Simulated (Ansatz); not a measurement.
# What LiBe in Pmma, a phase reached by a soft mode distorts into

Which phase does LiBe in Pmma, a phase reached by a soft mode fall into along its unstable mode, and how much energy does it gain?

Method: DFT PBEsol, scalar-relativistic, plane waves, PAW; PAW set soft_1, in Ansatz 0.2.0.

## 1. The starting structure

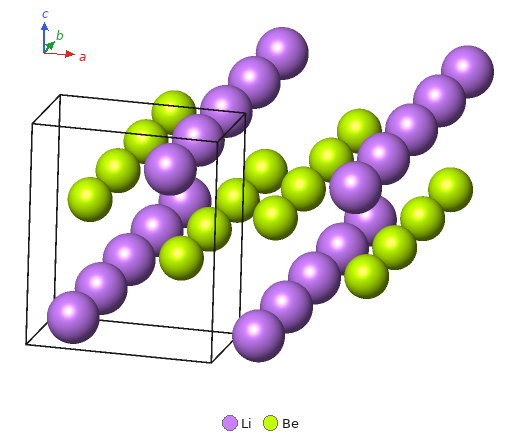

The starting structure, seen slightly off an axis (lithium purple, beryllium green). 2×4×1 cells are drawn. Some periodic images of atoms are drawn too.

As a file:

```cif
data_structure
_symmetry_space_group_name_H-M 'P 1'
_symmetry_Int_Tables_number 1
_cell_length_a 4.0030
_cell_length_b 2.3002
_cell_length_c 4.8048
_cell_angle_alpha 90.000
_cell_angle_beta 90.000
_cell_angle_gamma 90.000
_cell_volume 44.24
loop_
_atom_site_label
_atom_site_type_symbol
_atom_site_fract_x
_atom_site_fract_y
_atom_site_fract_z
_atom_site_occupancy
Li1 Li 0.25000 0.00000 0.14364 1
Li2 Li 0.75000 0.00000 0.85636 1
Be3 Be 0.25000 0.50000 0.61180 1
Be4 Be 0.75000 0.50000 0.38820 1
```

## 2. Linear response at the zone centre

This phase was reached earlier by freezing in an unstable mode of a structure of higher symmetry and relaxing. Its zone-centre modes can show that it is still unstable.

Contents of input.yaml:

```yaml
crystal:
  lattice:
    - [4.0029917923, 0.0, 0.0]
    - [0.0, 2.3002298331, 0.0]
    - [0.0, 0.0, 4.8048219967]
  atoms:
    - { symbol: Li, position: [0.25, 0.0, 0.1436367237] }
    - { symbol: Li, position: [0.75, 0.0, 0.8563632763] }
    - { symbol: Be, position: [0.25, 0.5, 0.611800186] }
    - { symbol: Be, position: [0.75, 0.5, 0.388199814] }
kpoints:
  mp_grid: { grid: [10, 18, 10] }
hamiltonian:
  xc: pbesol
  pseudopotentials: { kind: paw, azcp: { folder: soft_1 }, xc_functional: pbe }
scf:
  occupations: { method: methfessel_paxton, width: 0.2 }
output:
  eigenvalues: true
phonons:
  method: dfpt
```

Command:

```sh
$ ansatz run input.yaml --threads 4 --pin off --max-ram 10240MiB --backend cpu --events-out ev --progress --plain --runs-dir out
```

Numbers of over 12 decimals in the logs are rounded to 6 here.

Log:

```text
zone centre: on kpoints.mp_grid the ground state, and the responses unless they are solved on pairs of k-points, stand on 360 of the mesh's 1800 k-points, reduced under 4 symmetry operations, with k and −k counted as one. Each operation leaves every solved displacement unchanged or reverses it
Engine: ansatz 0.2.0, aarch64-unknown-linux-gnu
Pseudopotentials: kind: paw
Pseudopotential: Li, paw, valence charge 3, recommended cutoff 420 eV (normal), soft_1/Li.paw.azcp
Pseudopotential: Be, paw, valence charge 2, recommended cutoff 420 eV (normal), soft_1/Be.paw.azcp
Functional definition: PBEsol
  exchange = pbesol_x
  correlation = pbesol_c
Crystal: 4 atoms, lattice volume = 44.242 Å³
Basis set: ecut = 420 eV, 851 PW (Γ), exchange–correlation on 60×32×72 points (8 copies of the dense FFT grid, shifted against one another)
Bands: 9, of which v1, the nominal top of the filled ones, is band 5 counted from 1 (4 counted from 0)
Symmetry: 8 space group operations
k-points: 360 of 1800 (irreducible under 4 space group operations, time reversal used)
Non-local potential: Li, projectors of the file, l = 0: 3, l = 1: 2, l = 2: 1
Non-local potential: Be, projectors of the file, l = 0: 2, l = 1: 2, l = 2: 1
PAW form: soft (Blöchl's): semilocal exchange-correlation on the pseudo side does not see the compensation charge
PAW frozen core: Be, regenerated for the run's functional, and the local potential with it (the file was generated under x = pbe(κ = 0.804, μ = 0.219515), c = pbe(β = 0.066725))
PAW one-centre angular grid: Li, 110 points (default); XC on 64 Gauss nodes
PAW one-centre angular grid: Be, 110 points (default); XC on 64 Gauss nodes
Initial density: superposition of atomic densities (chi_scale 0.1, normalization cell, long waves kept (reshape's long-wave potential 0.02 eV rms))
Initial wavefunctions: pseudopotential atomic-orbital guess
Functional: x = pbesol(κ = 0.804, μ = 0.123457), c = pbesol(β = 0.046)
SCF iter   1: F=—  HF=-585.688381 eV  |F-HF|=—  |Δ(HF+E_count)|=         —  Δρ=9.07e-3  dr2=7.57e-2  ethr=3.10e-3  ⟨swp⟩=5.1  Hψ=20853  notcnv=0
preconditioner: auto → none  [metal: Δε(μ)=0.013 eV  Ē_g=6.875 eV  σ=0.200 eV  W_gap=0.05  n_scr=8 (ndim 8)  ℏωp=13.7 eV  f_vac=0.000  D(μ)=1.06/eV (n_scr^D=8)  sad-step TF]
SCF iter   2: F=—  HF=-585.637075 eV  |F-HF|=—  |Δ(HF+E_count)|=   5.13e-2  S|Δr|=    0.00e0  Δρ=5.39e-3  dr2=2.45e-2  ethr=7.57e-4  ⟨swp⟩=1.0  Hψ=6123  notcnv=0
SCF iter   3: F=—  HF=-585.634265 eV  |F-HF|=—  |Δ(HF+E_count)|=   2.81e-3  S|Δr|=    0.00e0  Δρ=4.83e-4  dr2=1.48e-4  ethr=2.45e-4  ⟨swp⟩=2.1  Hψ=3864  notcnv=0
SCF iter   4: F=—  HF=-585.634230 eV  |F-HF|=—  |Δ(HF+E_count)|=   3.47e-5  S|Δr|=    0.00e0  Δρ=1.05e-4  dr2=7.51e-6  ethr=1.48e-6  ⟨swp⟩=2.2  Hψ=4352  notcnv=0
SCF iter   5: F=—  HF=-585.634229 eV  |F-HF|=—  |Δ(HF+E_count)|=   1.67e-6  S|Δr|=    0.00e0  Δρ=2.16e-5  dr2=2.53e-7  ethr=7.51e-8  ⟨swp⟩=2.1  Hψ=4126  notcnv=0
SCF iter   6: F=—  HF=-585.634229 eV  |F-HF|=—  |Δ(HF+E_count)|=   1.94e-8  S|Δr|=    0.00e0  Δρ=2.59e-6  dr2=1.10e-8  ethr=2.53e-9  ⟨swp⟩=2.0  Hψ=4136  notcnv=0
SCF iter   7: F=—  HF=-585.634229 eV  |F-HF|=—  |Δ(HF+E_count)|=   3.04e-9  S|Δr|=    0.00e0  Δρ=6.14e-7  dr2=3.19e-10  ethr=1.10e-10  ⟨swp⟩=2.1  Hψ=3959  notcnv=0
SCF iter   8: F=-585.634229 eV  HF=-585.634229 eV  |F-HF|=2.50e-12  |Δ(HF+E_count)|=  3.92e-11  S|Δr|=    0.00e0  Δρ=8.02e-8  dr2=4.98e-12  ethr=1.00e-12  ⟨swp⟩=4.0  Hψ=12926  notcnv=0
SCF 1 converged in 8 iterations: F = -585.634229 eV  dr2 = 4.98e-12
  greatest PAW one-centre occupation: 1.000 electrons in one spin orbital (limit 2), on the Li atom at site 1 (counted from 0), in its partial waves of l = 0
DFPT response loops at Γ: preconditioner auto → Kerker (q_TF=auto, 2.129 Å⁻¹) (partly filled bands, converged f_vac=0.000); β = 1.00, the filter's whole step (`scf.mixing.beta` (0.50) is not read by the response loops under this deck's `scf.mixing.preconditioner`; to damp them name `kerker` or `kerker_dos`, under which they read `scf.mixing.beta`, and type it under 1.00, their step now; both keys bind the ground state too); Broyden in place of MSR1
SCF converged after 8 iterations
Stability not checked: this state was not tested for a lower state beside it, because cold or Methfessel-Paxton smearing, or corrected tetrahedra, fill the levels in a way that the test cannot read (fill_not_monotonic; see scf.lower_state_search)
Free energy (F): -585.634229 eV
Harris-Foulkes:  -585.634229 eV  (|F-HF|=2.50e-12)
Internal energy: -585.634887 eV  (E = F + TS)
E sigma→0 (E₀):  -585.634393 eV
Entropy (-TS):   0.000658 eV (0.165 meV/atom)
Fermi energy:    3.853143 eV
Step filling:    the computed levels leave a gap of 0.0047 eV = 0.0 smearing widths at the electron count; against every level under it full and every level over it empty, smearing changes F+E_penalty+E_count by +1.63e-3 meV and its σ→0 estimate by -0.163 meV
--- Per-component energies (eV) ---
  E_band       = -157.525031
  E_kinetic    = 71.092453
  E_local      = -248.875824  (includes V_loc(G=0)·N_el)
  E_nonlocal   = -30.410334
  E_hartree    = 74.231070
  E_xc         = -56.079036
  E_vxc        = -61.779744  (∫ρ·V_xc dr)
  E_paw        = -158.629289  (= ΣΔE_a)
  E_vpaw       = -36.014237  (= ΣTr[D̂ρ^β])
  E_aug_tail   = 0.000522  (compensation charges beyond the density's cutoff)
  E_ewald      = -236.983512
  E_core_change = 0.019063  (= ΣΔE_core)
  E_smearing   = 0.000658  (= −TS)
  E_closure    = -0.000000  (closes the sum)
  Σ components = -585.634229   (vs F -585.634229, Δ=0.00e0)
--- Band table (eV; the first three rows and the last of 360) ---
  k-point 0: bands = ["-41.0311", "-40.9565", "-3.2829", "1.7516", "2.1322", "2.3196", "6.5253", "8.9290", "9.3664"]
  k-point 1: bands = ["-41.0311", "-40.9565", "-3.2618", "1.2204", "2.1775", "2.9448", "6.5205", "7.9979", "10.4299"]
  k-point 2: bands = ["-41.0310", "-40.9566", "-3.2034", "0.5931", "2.3066", "3.8470", "6.5056", "7.0276", "11.2934"]
  k-point 359: bands = ["-40.8803", "-40.8803", "3.1302", "3.1302", "4.1607", "4.1607", "6.5038", "6.5038", "10.1314"]
--- Phonons (Γ-DFPT): 6 representative perturbations + reference, on 360 of 1800 k-points (Σ response iterations 18) ---
  k mesh reduced under 4 symmetry operations, with k and −k counted as one. Each operation leaves every solved displacement unchanged or reverses it
  ASR residual: 4.214e-5 → 0.000e0 eV/Å²; symmetrization residual: 1.968e-7 eV/Å²
  ASR residual per site (eV/Å²): 1.27e-5 1.27e-5 4.21e-5 4.21e-5
  Γ frequencies (cm⁻¹): -310.37 0.00 0.00 0.00 202.75 323.11 366.93 396.57 416.40 422.83 456.29 548.34
  non-analytic LO–TO correction: not included (Born effective charges unavailable; polar crystals: no LO–TO splitting at Γ)
```

Elapsed: 20 s, on 4 threads of Arm Neoverse V1, shared host; peak memory 0.81 GiB.

This step gave:

```
volume per atom                                         : 11.06 Å³
gap on the k-mesh                                       : 0 eV
sum-rule residual before enforcement                    : 4.21e-5 eV/Å²
point group                                             : mmm
highest optical mode at the zone centre (no LO-TO term) : 548.3 cm⁻¹
lowest optical zone-centre mode                         : -310.4 cm⁻¹
```

Patterns of degenerate modes are one choice out of their space. Modes at Γ, with each element's share of the kinetic energy (negative means imaginary):

| mode | frequency (cm⁻¹) | symmetry | Li % | Be % |
| --- | --- | --- | --- | --- |
| 1 | -310.4 | B3g | 1 | 99 |
| 2 | 0.0 | acoustic | 43 | 57 |
| 3 | 0.0 | acoustic | 44 | 56 |
| 4 | 0.0 | acoustic | 44 | 56 |
| 5 | 202.8 | B3g | 99 | 1 |
| 6 | 323.1 | B2u | 56 | 44 |
| 7 | 366.9 | Ag | 32 | 68 |
| 8 | 396.6 | B3u | 56 | 44 |
| 9 | 416.4 | B2g | 62 | 38 |
| 10 | 422.8 | B1u | 56 | 44 |
| 11 | 456.3 | Ag | 68 | 32 |
| 12 | 548.3 | B2g | 38 | 62 |

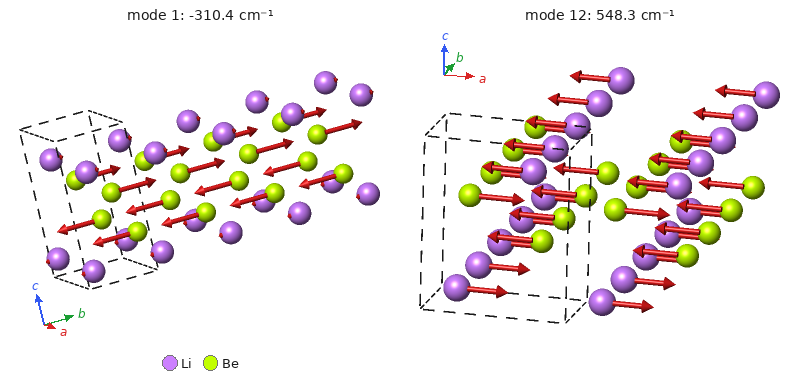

Displacement patterns of modes 1 and 12 at Γ; arrows are exaggerated. 2×4×1 cells are drawn. Some periodic images of atoms are drawn too.

Before it was imposed, the acoustic sum rule was missed by 4.2e-5 eV/Å². Small misses are needed for a sound result but don't prove that mesh and cutoff are converged. The lowest optical mode is imaginary, 310.4i cm⁻¹, so the energy falls along it.

## 3. The mode frozen in, largest atomic shift 0 Å

The mode followed lies at Γ with frequency 310.4i cm⁻¹, the softest among the wavevectors solved. At small amplitude the distorted cell has space group no. 11 by a symmetry search on the positions. The undistorted cell that holds it gives the zero of energy on the same k mesh.

Edit input.yaml of step 2 so:

```diff
@@ -18,4 +18,4 @@
 output:
+  forces: true
+  stress: true
   eigenvalues: true
-phonons:
-  method: dfpt
```

Log:

```text
[...]
Crystal: 4 atoms, lattice volume = 44.242 Å³
Basis set: ecut = 420 eV, 851 PW (Γ), exchange–correlation on 54×32×72 points (8 copies of the dense FFT grid, shifted against one another)
Bands: 9, of which v1, the nominal top of the filled ones, is band 5 counted from 1 (4 counted from 0)
Symmetry: 8 space group operations
[...]
k-points: 360 of 1800
[...]
atom   3  Be     0.00000000    -0.00000000    -0.00031042
  atom   4  Be    -0.00000000     0.00000000     0.00031042
  max |Σ_I F_I| component: 0.00e0 eV/Å
--- Stress (GPa, compression-positive) ---
        0.007735      -0.000000       0.000000
       -0.000000      -0.006037       0.000000
        0.000000       0.000000       0.003474
  P = ⅓ Tr σ = 0.0017 GPa (0.017 kbar)
--- Band table (eV; the first three rows and the last of 360) ---
[...]
[key lines of the parts left out:]
SCF converged after 6 iterations
Free energy (F): -585.634229 eV
Fermi energy:    3.853125 eV
```

It took 2.4 s on 4 threads; peak memory 0.42 GiB; 8.7 s of CPU time.

Numbers from this step:

| Quantity | Value |
| --- | --- |
| pressure | 0.001724 GPa |
| energy from the undistorted cell | 0 meV/atom |

The run ends at a pressure of 0.00 GPa, with forces up to 3.1e-4 eV/Å.

## 4. The mode frozen in, largest atomic shift 0.45 Å

The atoms are moved along the unstable eigenvector, the largest shift by 0.45 Å, with the cell fixed.

input.yaml, the sections that differ from step 3:

```yaml
crystal:
  lattice:
    - [4.0029917923, 0.0, 0.0]
    - [0.0, 2.3002298331, 0.0]
    - [0.0, 0.0, 4.8048219967]
  atoms:
    - { symbol: Li, position: [0.25, 0.0179731801, 0.1436367237] }
    - { symbol: Li, position: [0.75, -0.0179731801, 0.8563632763] }
    - { symbol: Be, position: [0.25, 0.3043673752, 0.611800186] }
    - { symbol: Be, position: [0.75, 0.6956326248, 0.388199814] }
# kpoints, hamiltonian, scf, output: as in step 3
```

Log:

```text
[...]
Crystal: 4 atoms, lattice volume = 44.242 Å³
Basis set: ecut = 420 eV, 851 PW (Γ), exchange–correlation on 54×32×72 points (8 copies of the dense FFT grid, shifted against one another)
Bands: 9, of which v1, the nominal top of the filled ones, is band 5 counted from 1 (4 counted from 0)
Symmetry: 4 space group operations
[...]
k-points: 552 of 1800
[...]
atom   3  Be    -0.00000000     0.10493475    -0.44138878
  atom   4  Be     0.00000000    -0.10493475     0.44138878
  max |Σ_I F_I| component: 0.00e0 eV/Å
--- Stress (GPa, compression-positive) ---
       -3.003130       0.000000      -0.000000
        0.000000      -5.011307      -1.996242
       -0.000000      -1.996242       3.101629
  P = ⅓ Tr σ = -1.6376 GPa (-16.376 kbar)
--- Band table (eV; the first three rows and the last of 552) ---
[...]
[key lines of the parts left out:]
SCF converged after 7 iterations
Free energy (F): -585.826930 eV
Fermi energy:    3.923936 eV
```

Wall time 3.7 s (4 threads); peak memory 0.49 GiB; 14 s of CPU time.

Numbers from this step:

* pressure: -1.638 GPa
* energy from the undistorted cell: -48.13 meV/atom

The energy, extrapolated to zero smearing, is -48.13 meV/atom against the undistorted cell.

The run ends at a pressure of -1.64 GPa, with forces up to 0.45 eV/Å.

## 5. Energy along the mode, all amplitudes (two of the runs are shown above)

An imaginary frequency means negative curvature, so the energy should fall and then rise again as anharmonic terms take over.

Numbers from this step:

- depth at the lowest point sampled: 48.13 meV/atom
- largest atomic shift at that point: 0.45 Å

Table of energy from the parent by largest atomic shift:

| largest atomic shift (Å) | energy from the parent (meV/atom) |
| --- | --- |
| 0.000 | 0 |
| 0.040 | -1.28 |
| 0.080 | -4.89 |
| 0.140 | -13.5 |
| 0.220 | -27.7 |
| 0.320 | -43.1 |
| 0.450 | -48.1 |
| 0.600 | -22.9 |

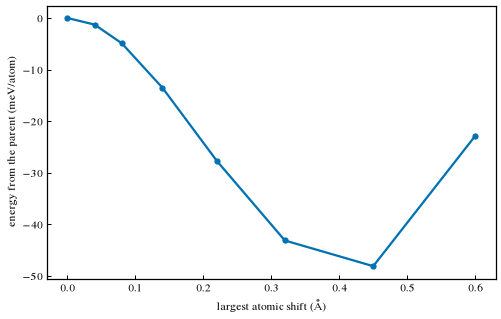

Energy from the parent, plotted against largest atomic shift.

Displacement at unit largest shift by atom:

| atom | x (Å) | y (Å) | z (Å) | size |
| --- | --- | --- | --- | --- |
| Li1 | 0.00 | 0.09 | 0.00 | 0.09 |
| Li2 | 0.00 | -0.09 | 0.00 | 0.09 |
| Be3 | 0.00 | -1.00 | 0.00 | 1.00 |
| Be4 | 0.00 | 1.00 | 0.00 | 1.00 |

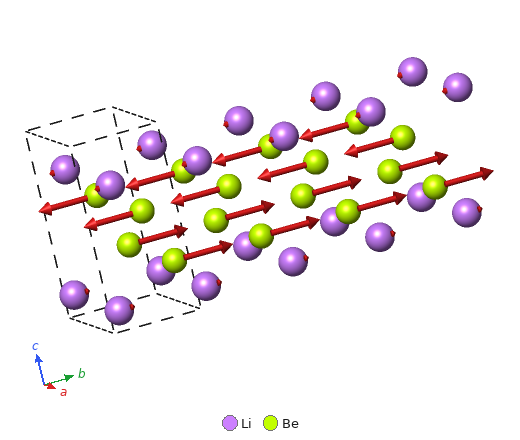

Displacement at unit largest shift as arrows, the longest 1 Å. 2×4×1 cells are drawn. Some periodic images of atoms are drawn too.

The lowest of the steps tried is at 0.45 Å, 48.1 meV/atom below the parent; the bottom of the well need not coincide with a step.

(Continued in part 2 of 3.)

[Logs are printed without paths, hosts, clocks, repeated set-up lines and the standing remarks that a program may print on its own settings, such as how far it seeks lower states.]

[Hosts, paths, dates, database ids (printed as entryN), source tags and the programs' standing remarks are cut or masked in the printed files.]
